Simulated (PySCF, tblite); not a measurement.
# C5H9BO2: dynamics, then NMR shifts on frames, part 1 of 2

How do NMR shifts of C5H9BO2 (`CC#CCCB(O)O`) change as the atoms move?

The runs use tblite 0.8.0 and PySCF 2.14.0, with density-fitted response routines of our own; the level of theory stands in each step. All values are computed, except where a source is named. Atoms are numbered from 0 throughout.

## Step 1: The starting structure

17 atoms, charge 0, multiplicity 1; geometry from: GFN2-xTB.

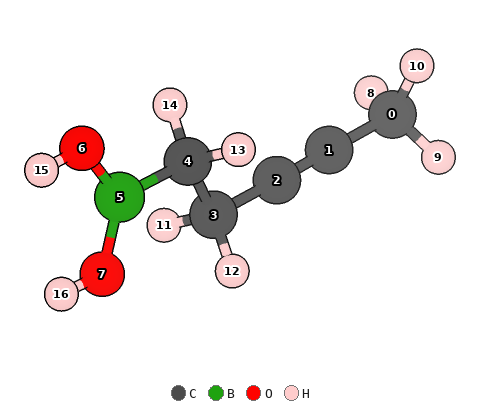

As it starts; carbon dark grey, boron green, oxygen red, hydrogen pink, atoms numbered.

## Step 2: Thermal motion with GFN2-xTB

What the job is given:

```
{"job": {"kind": "md", "xc": "GFN2-xTB", "basis": "xTB", "temperature": 300, "steps": 2000, "every": 50, "frames": 5}, "charge": 0, "multiplicity": 1}
C      3.877023    -0.097196     0.214856
C      2.453005    -0.178833    -0.040555
C      1.277750    -0.257512    -0.262069
C     -0.151218    -0.330355    -0.497562
C     -0.944561     0.298839     0.657058
B     -2.527999     0.217434     0.475835
O     -3.297124     0.988051     1.285511
O     -3.043219    -0.616205    -0.460624
H      4.330007     0.666095    -0.418246
H      4.350988    -1.056145     0.004277
H      4.054704     0.160758     1.259047
H     -0.388162     0.188246    -1.430155
H     -0.446941    -1.375726    -0.613954
H     -0.668571    -0.205277     1.586796
H     -0.637424     1.338794     0.781341
H     -4.247980     0.924157     1.182818
H     -3.997275    -0.653095    -0.541008
```

With the program's defaults for keys left out, this is: GFN2-xTB Langevin dynamics, gas phase.

Launch:

```console
OMP_NUM_THREADS=1 python probes_run.py task.json out
```

The driver reads the jobs from task.json and runs them one after another.

The log of the run:

```text
t/fs     T/K      E/eV
    0.0   259.0   -671.60577
   25.0   182.5   -671.19585
   50.0   219.1   -671.21084
   75.0   235.5   -671.21154
  100.0   182.8   -671.12788
  125.0   315.2   -671.22903
  150.0   142.5   -671.00312
  175.0   269.1   -671.09883
  200.0   282.6   -671.09504
  225.0   251.9   -670.83979
  250.0   287.9   -671.12981
  275.0   322.9   -671.13834
  300.0   337.5   -671.03602
  325.0   313.8   -670.86940
  350.0   343.4   -671.05739
  375.0   268.5   -670.97615
  400.0   290.3   -671.22689
  425.0   249.6   -671.12532
  450.0   210.4   -670.98785
  475.0   237.8   -670.90460
  500.0   354.5   -670.99851
  525.0   395.6   -670.99472
  550.0   341.7   -671.00175
  575.0   301.5   -670.77180
  600.0   242.1   -670.91681
  625.0   267.1   -671.04963
  650.0   307.0   -671.00359
  675.0   316.8   -671.01375
  700.0   292.3   -670.94438
  725.0   312.8   -671.00305
  750.0   285.3   -670.83877
  775.0   419.3   -670.93300
  800.0   403.9   -670.90475
  825.0   413.2   -670.97994
  850.0   360.2   -671.00034
  875.0   252.0   -670.79778
  900.0   389.3   -670.95291
  925.0   339.0   -671.08514
  950.0   281.9   -671.09372
  975.0   446.1   -671.19577
 1000.0   287.5   -670.83763
```

It took 12 s on 1 thread of Intel Xeon Platinum 8488C, shared host; peak memory 0.19 GiB.

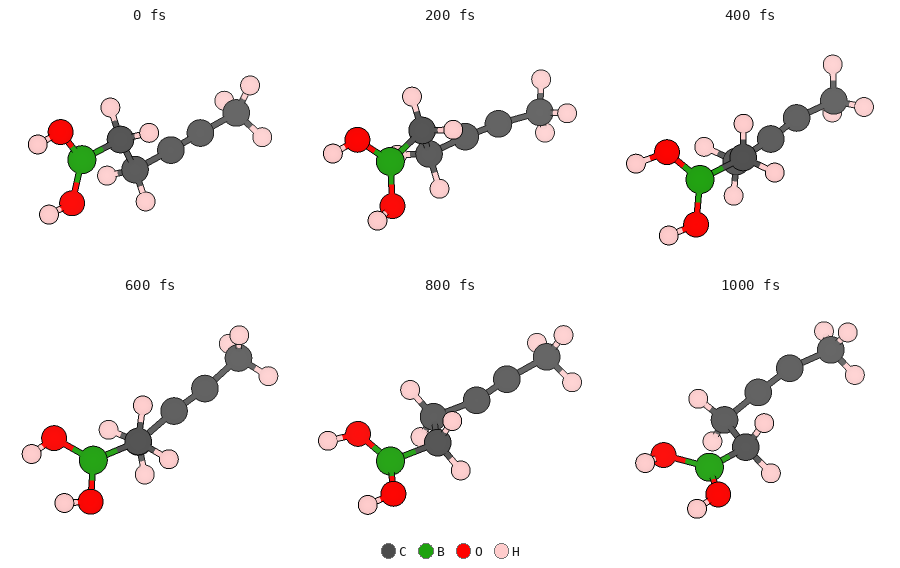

Frames of the run.

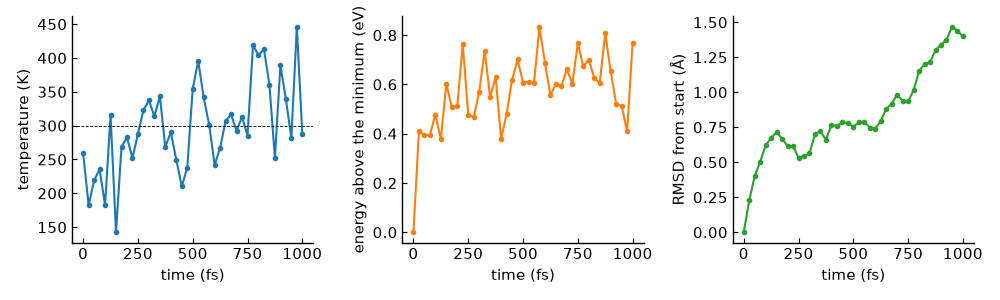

Temperature, potential energy and distance from the start.

Positions (Å) and forces (eV/Å) at 1000 fs:

```xyz
17

C     2.549    1.318    1.840   -0.996   -0.815   -0.682
C     1.107    1.401    1.458    2.136   -0.421   -0.623
C     0.190    1.349    0.681    0.401    0.035    0.634
C    -1.138    1.105    0.199    1.052   -0.041   -1.723
C    -1.601   -0.203    0.792   -0.196   -1.225   -0.078
B    -3.173   -0.340    0.686   -1.554    2.213   -1.200
O    -3.974    0.764    0.205    1.833   -0.681    0.474
O    -3.836   -1.408    1.037   -0.863   -2.181    0.686
H     3.074    0.415    1.477   -0.742    0.062   -0.220
H     2.586    1.230    2.892    0.248    0.402    1.214
H     3.121    2.124    1.437    0.105    0.821    0.080
H    -1.739    1.954    0.461   -0.724    0.163    0.053
H    -1.050    1.038   -0.918   -0.382    0.107    0.685
H    -1.039   -1.139    0.398   -0.796    1.645    0.506
H    -1.367   -0.114    1.851    0.046   -0.395    0.210
H    -4.904    0.679    0.360   -0.413   -0.167   -0.014
H    -4.797   -1.559    0.959    0.844    0.476   -0.003
```

## Step 3: NMR shieldings: 250 fs, PBE0/pcSseg-1

What the job is given:

```
{"job": {"kind": "nmr", "xc": "PBE0", "basis": "pcSseg-1", "pop": false}, "charge": 0, "multiplicity": 1}
C      3.459600    -0.145900     0.364700
C      2.087400     0.094900    -0.017800
C      0.931600     0.224600    -0.190000
C     -0.525800     0.166900    -0.467500
C     -1.228900     0.137300     0.881900
B     -2.774700    -0.069600     0.562200
O     -3.760100     0.765600     1.055600
O     -3.033500    -1.115000    -0.226500
H      4.183100    -0.066200    -0.485700
H      3.536300    -1.175800     0.728000
H      3.771100     0.392200     1.264500
H     -0.838500     1.012700    -1.065600
H     -0.657900    -0.762100    -0.968600
H     -0.808000    -0.720600     1.457600
H     -1.081200     1.008000     1.552500
H     -4.671300     0.533000     0.828400
H     -3.868000    -1.220700    -0.754600
```

Level: GIAO PBE0/pcSseg-1 NMR shielding, non-relativistic, gas phase.

The log of the run:

```text
coarse grid: 14272 points
cycle   1  E = -370.5780610993  dE =  1.088e+00  |g| = 9.208e-01  |ddm| = 4.006e+00
cycle   2  E = -370.4861578343  dE =  9.190e-02  |g| = 1.189e+00  |ddm| = 1.728e+00
cycle   3  E = -370.7420519668  dE = -2.559e-01  |g| = 9.410e-02  |ddm| = 9.880e-01
cycle   4  E = -370.7437220592  dE = -1.670e-03  |g| = 3.103e-02  |ddm| = 1.233e-01
cycle   5  E = -370.7439348381  dE = -2.128e-04  |g| = 1.033e-02  |ddm| = 3.476e-02
cycle   6  E = -370.7439522776  dE = -1.744e-05  |g| = 5.179e-03  |ddm| = 1.065e-02
cycle   7  E = -370.7439583022  dE = -6.025e-06  |g| = 1.211e-03  |ddm| = 4.509e-03
final grid: 138016 points
cycle   8  E = -370.8092397145  dE = -4.199e-05  |g| = 9.209e-03  |ddm| = 4.350e-02
cycle   9  E = -370.8092256827  dE =  1.403e-05  |g| = 1.240e-02  |ddm| = 1.691e-02
cycle  10  E = -370.8092578406  dE = -3.216e-05  |g| = 1.873e-03  |ddm| = 9.635e-03
cycle  11  E = -370.8092586470  dE = -8.064e-07  |g| = 4.271e-04  |ddm| = 1.633e-03
cycle  12  E = -370.8092586845  dE = -3.752e-08  |g| = 1.509e-04  |ddm| = 4.391e-04
cycle  13  E = -370.8092586893  dE = -4.807e-09  |g| = 2.690e-05  |ddm| = 1.361e-04
cycle  14  E = -370.8092586895  dE = -1.339e-10  |g| = 9.824e-06  |ddm| = 3.120e-05
converged SCF energy = -370.8092586895

GIAO shielding tensors (ppm)
atom      isotropic    diamagn.    paramagn.     s11        s22        s33       span
  0 C      182.356     253.395     -71.040    171.598    175.498    199.971     28.373
  1 C      109.335     267.688    -158.353     23.345     36.341    268.319    244.974
  2 C       97.343     262.249    -164.906     -3.141     17.529    277.639    280.780
  3 C      168.893     255.940     -87.047    158.102    166.884    181.692     23.590
  4 C      165.873     252.262     -86.389    153.592    159.779    184.247     30.655
  5 B       71.365     195.024    -123.658     53.692     69.328     91.076     37.384
  6 O      209.956     380.335    -170.378    120.640    246.961    262.268    141.627
  7 O      209.678     390.114    -180.437    133.585    239.968    255.480    121.895
  8 H       29.329      26.520       2.810     24.151     27.001     36.836     12.685
  9 H       29.608      30.762      -1.154     24.449     28.485     35.890     11.441
 10 H       29.667      29.147       0.520     24.669     27.798     36.534     11.866
 11 H       30.109      32.039      -1.930     24.666     30.091     35.572     10.906
 12 H       29.528      33.686      -4.157     23.438     30.944     34.204     10.767
 13 H       29.989      31.727      -1.739     26.647     28.950     34.369      7.722
 14 H       30.106      31.378      -1.272     25.922     29.695     34.703      8.781
 15 H       28.099      27.135       0.965     22.767     23.285     38.246     15.480
 16 H       27.222      28.220      -0.998     21.899     22.245     37.522     15.624
```

It took 25 s on 1 thread of Intel Xeon Platinum 8488C, shared host; peak memory 0.82 GiB.

The references, computed at this level on geometries of the same kind, shield at (ppm): 1H TMS 31.72, 13C TMS 186.9, 17O H2O 336.1, 11B BF3·OEt2 100.1. Their shielding less the atom's gives the shift. The references are single molecules in the gas phase, so shifts against H2O, NH3, PH3, H3PO4 or CFCl3 are not on the usual liquid scales and can be off by tens of ppm. Each atom is listed at this fixed geometry, with no averaging over motion; a spectrum would average atoms that exchange fast.

```csv
atoms,environment,σ (ppm),δ (ppm)
C2,alkyne carbon,97.3,89.6
C1,alkyne carbon,109.3,77.6
C4,sp3 CH2 bonded to B,165.9,21.1
C3,propargylic sp3 CH2,168.9,18.0
C0,propargylic methyl carbon,182.4,4.6
H16,hydrogen on an oxygen bonded to B,27.22,4.49
H15,hydrogen on an oxygen bonded to B,28.10,3.62
H8,hydrogen on a propargylic methyl carbon,29.33,2.39
H12,hydrogen on a propargylic sp3 CH2,29.53,2.19
H9,hydrogen on a propargylic methyl carbon,29.61,2.11
H10,hydrogen on a propargylic methyl carbon,29.67,2.05
H13,hydrogen on an sp3 CH2 bonded to B,29.99,1.73
H14,hydrogen on an sp3 CH2 bonded to B,30.11,1.61
H11,hydrogen on a propargylic sp3 CH2,30.11,1.61
B5,"boron bonded to C, 2 O",71.4,28.7
O7,"oxygen bonded to B, H",209.7,126.4
O6,"oxygen bonded to B, H",210.0,126.1
```

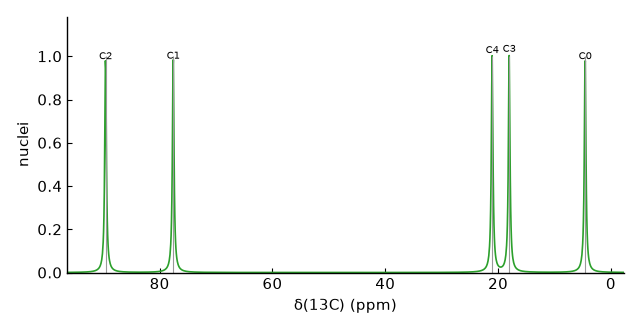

13C lines at the computed shifts, without couplings. Lines are broadened to a width of 0.34 ppm (Lorentzian).

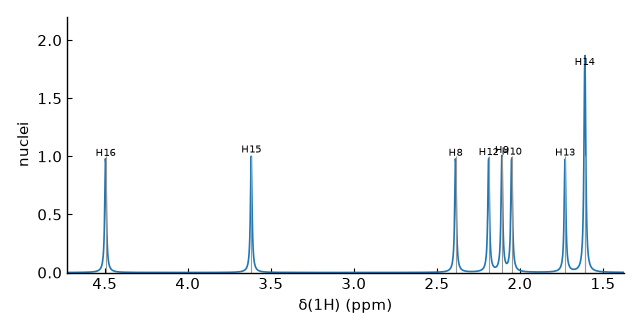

1H lines at the computed shifts, without couplings. Lines are broadened to a width of 0.01 ppm (Lorentzian).

## Step 4: Shielding tensors: 425 fs, PBE0/pcSseg-1

What the job is given:

```
{"job": {"kind": "nmr", "xc": "PBE0", "basis": "pcSseg-1", "pop": false}, "charge": 0, "multiplicity": 1}
C      3.366500     0.723800     0.672000
C      1.957300     0.561900     0.398600
C      0.874900     0.233300    -0.029700
C     -0.536500     0.109500    -0.246300
C     -1.381300    -0.302000     1.039100
B     -2.889100    -0.172500     0.622500
O     -3.538900     0.980500     0.852800
O     -3.380200    -1.260800    -0.082100
H      3.910400     0.724500    -0.232000
H      3.737200    -0.004200     1.394500
H      3.549000     1.700100     1.119400
H     -0.864100     1.095900    -0.531900
H     -0.811100    -0.529000    -1.103400
H     -1.212700    -1.329000     1.465800
H     -1.279000     0.363700     1.903300
H     -4.468400     1.016800     0.707200
H     -4.231500    -1.211400    -0.521700
```

Level: GIAO PBE0/pcSseg-1 NMR shielding, non-relativistic, gas phase.

The log of the run:

```text
coarse grid: 14272 points
cycle   1  E = -370.5859824212  dE =  1.071e+00  |g| = 9.094e-01  |ddm| = 3.791e+00
cycle   2  E = -370.4961063710  dE =  8.988e-02  |g| = 1.175e+00  |ddm| = 1.843e+00
cycle   3  E = -370.7433140228  dE = -2.472e-01  |g| = 9.316e-02  |ddm| = 1.044e+00
cycle   4  E = -370.7449201648  dE = -1.606e-03  |g| = 3.397e-02  |ddm| = 1.417e-01
cycle   5  E = -370.7451254134  dE = -2.052e-04  |g| = 1.681e-02  |ddm| = 4.071e-02
cycle   6  E = -370.7451820413  dE = -5.663e-05  |g| = 5.745e-03  |ddm| = 1.612e-02
cycle   7  E = -370.7451896404  dE = -7.599e-06  |g| = 1.676e-03  |ddm| = 5.146e-03
final grid: 138016 points
cycle   8  E = -370.8107476542  dE = -3.807e-05  |g| = 9.609e-03  |ddm| = 3.390e-02
cycle   9  E = -370.8107296971  dE =  1.796e-05  |g| = 1.334e-02  |ddm| = 1.723e-02
cycle  10  E = -370.8107668335  dE = -3.714e-05  |g| = 2.577e-03  |ddm| = 1.034e-02
cycle  11  E = -370.8107684180  dE = -1.584e-06  |g| = 4.847e-04  |ddm| = 2.207e-03
cycle  12  E = -370.8107684669  dE = -4.897e-08  |g| = 1.467e-04  |ddm| = 5.255e-04
cycle  13  E = -370.8107684711  dE = -4.197e-09  |g| = 4.223e-05  |ddm| = 1.373e-04
cycle  14  E = -370.8107684714  dE = -3.193e-10  |g| = 1.200e-05  |ddm| = 4.533e-05
converged SCF energy = -370.8107684714

GIAO shielding tensors (ppm)
atom      isotropic    diamagn.    paramagn.     s11        s22        s33       span
  0 C      183.609     249.888     -66.280    173.916    176.535    200.375     26.460
  1 C      101.791     267.973    -166.182     17.608     25.856    261.909    244.301
  2 C       96.081     261.224    -165.143      0.627      9.102    278.513    277.885
  3 C      167.873     255.291     -87.418    151.966    168.745    182.908     30.942
  4 C      163.235     247.919     -84.684    149.082    161.032    179.591     30.510
  5 B       70.327     197.539    -127.211     49.879     70.021     91.082     41.203
  6 O      224.395     381.603    -157.208    136.622    263.974    272.589    135.968
  7 O      219.247     385.191    -165.944    130.286    261.776    265.678    135.391
  8 H       30.511      29.518       0.993     25.066     28.848     37.619     12.553
  9 H       29.782      28.736       1.045     24.542     28.079     36.723     12.181
 10 H       30.148      28.026       2.122     25.059     28.303     37.083     12.023
 11 H       29.509      33.607      -4.098     23.372     31.241     33.914     10.542
 12 H       29.516      32.062      -2.546     23.460     30.245     34.843     11.383
 13 H       29.796      30.152      -0.355     26.551     28.321     34.518      7.967
 14 H       30.638      31.652      -1.014     27.151     29.808     34.955      7.804
 15 H       28.682      28.138       0.544     22.794     23.171     40.080     17.286
 16 H       28.518      28.700      -0.182     22.711     23.135     39.709     16.998
```

Wall time 23 s (1 thread of Intel Xeon Platinum 8488C, shared host); peak memory 0.82 GiB.

Key values: δ C2 90.8, C1 85.1, C4 23.7, C3 19.1, H16 3.20, H15 3.04 ppm.

(Continued in part 2 of 2.)
